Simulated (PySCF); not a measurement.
# PBE/6-311++G(2d,2p) run of Si2H6O (SMILES O[SiH2][SiH3])

What is the vertical singlet–triplet gap of Si2H6O at PBE/6-311++G(2d,2p)? 

The calculation is run with PySCF 2.14.0.

**1. The molecule**

Si2H6O has 9 atoms, charge 0, and is taken as a singlet. SMILES: `O[SiH2][SiH3]`. Geometry: relaxed at PBE0-D4/def2-TZVP. This is one conformer, not always the lowest.

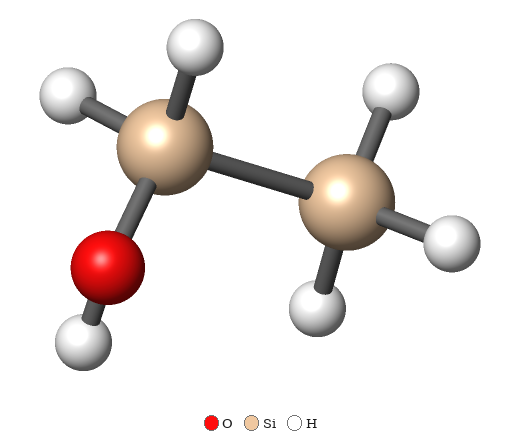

Viewed from a chosen angle; oxygen red, silicon light orange, hydrogen white.

**2. The energy at PBE/6-311++G(2d,2p)**

Input file geometry.xyz:

```xyz
9
H6OSi2
O     -1.609000     1.039900    -0.762000
Si     0.004800     0.933100    -0.415900
Si     0.544200    -1.038400     0.738600
H     -1.996600     0.341400    -1.290800
H      0.830600     0.994500    -1.657800
H      0.311400     2.125200     0.413000
H      2.012900    -1.104800     0.974500
H      0.146200    -2.228200    -0.066200
H     -0.156000    -1.109100     2.049500
```

Input file run.py:

```python
from pyscf import gto, dft

mol = gto.Mole()
mol.atom = 'geometry.xyz'
mol.spin = 0
mol.basis = '6-311++g(2d,2p)'
mol.verbose = 3
mol.charge = 0
mol.max_memory = 1860
mol.build()

mf = dft.RKS(mol, xc='pbe')
mf.grids.level = 4
mf.conv_tol = 1e-10
mf.kernel()
if not mf.converged:
    mf = mf.newton().run(mf.mo_coeff, mf.mo_occ)

e_tot = mf.e_tot
print('E = %.10f Eh' % e_tot)
```

Started as:

```console
$ OMP_NUM_THREADS=1 python run.py
```

What it wrote:

```text
converged SCF energy = -657.496938766254
E = -657.4969387663 Eh
```

Run time: 29 s. Hardware: 1 thread of Arm Neoverse V1, shared host; peak memory 1.1 GiB.

**3. The triplet at the same level**

Input file job.py:

```python
from pyscf import gto, dft

mol = gto.M(
    atom=[
    ('O', (-1.609000, 1.039900, -0.762000)),
    ('Si', (0.004800, 0.933100, -0.415900)),
    ('Si', (0.544200, -1.038400, 0.738600)),
    ('H', (-1.996600, 0.341400, -1.290800)),
    ('H', (0.830600, 0.994500, -1.657800)),
    ('H', (0.311400, 2.125200, 0.413000)),
    ('H', (2.012900, -1.104800, 0.974500)),
    ('H', (0.146200, -2.228200, -0.066200)),
    ('H', (-0.156000, -1.109100, 2.049500)),
],
    spin=2,
    basis='6-311++g(2d,2p)',
    max_memory=1860,
    verbose=3,
)

mf = dft.UKS(mol, xc='pbe')
mf.grids.level = 4
mf.conv_tol = 1e-10
mf.kernel()
if not mf.converged:
    mf = mf.newton().run(mf.mo_coeff, mf.mo_occ)

etot = mf.e_tot
print('Final energy', etot)
```

Started as:

```console
$ OMP_NUM_THREADS=1 python job.py
```

What it wrote:

```text
WARN: HOMO -0.0841076089943007 >= LUMO -0.294767745240518

WARN: HOMO -0.0764448559464303 >= LUMO -0.093022482171405

WARN: HOMO -0.0840667805743411 >= LUMO -0.24575616222451

WARN: HOMO -0.0973987461613893 >= LUMO -0.260888560223685

WARN: HOMO -0.0847551285430882 >= LUMO -0.256414946163819

WARN: HOMO -0.0859941954627493 >= LUMO -0.25831389293273

WARN: HOMO -0.0844568884732711 >= LUMO -0.255785513206458

WARN: HOMO -0.0845208997240066 >= LUMO -0.255568122819261

WARN: HOMO -0.0846639104838541 >= LUMO -0.255558783602027

WARN: HOMO -0.0845826252942044 >= LUMO -0.255456329516925

WARN: HOMO -0.0846055874737696 >= LUMO -0.255458656902107

WARN: HOMO -0.0846002206663856 >= LUMO -0.255448174717033

WARN: HOMO -0.0846014858092128 >= LUMO -0.255448080238603

WARN: HOMO -0.0846005428998251 >= LUMO -0.255446901715738

WARN: HOMO -0.0846008946150668 >= LUMO -0.255447343786216

WARN: HOMO -0.0846004669530206 >= LUMO -0.255446877002855

converged SCF energy = -657.315349489166  <S^2> = 2.0028156  2S+1 = 3.0018765
Final energy -657.3153494891658
```

Wall time 66 s (1 thread of Arm Neoverse V1, shared host); peak memory 1.2 GiB.

**4. What came out**

At PBE/6-311++G(2d,2p):

| quantity | value |
| --- | --- |
| singlet: total energy | -657.49694 Eh |
| singlet: dipole moment | 1.16 D |
| singlet: HOMO energy | -6.68 eV |
| singlet: LUMO energy | -1.48 eV |
| singlet: HOMO–LUMO gap | 5.19 eV |
| triplet: total energy | -657.31535 Eh |
| triplet: dipole moment | 1.61 D |
| triplet: HOMO energy (highest over α and β) | -2.30 eV |
| triplet: ⟨S²⟩ | 2.003 |
| vertical energy of the triplet above the singlet | 4.941 eV |

**Reading.** At this shape the triplet lies 4.94 eV (477 kJ/mol) above the singlet.
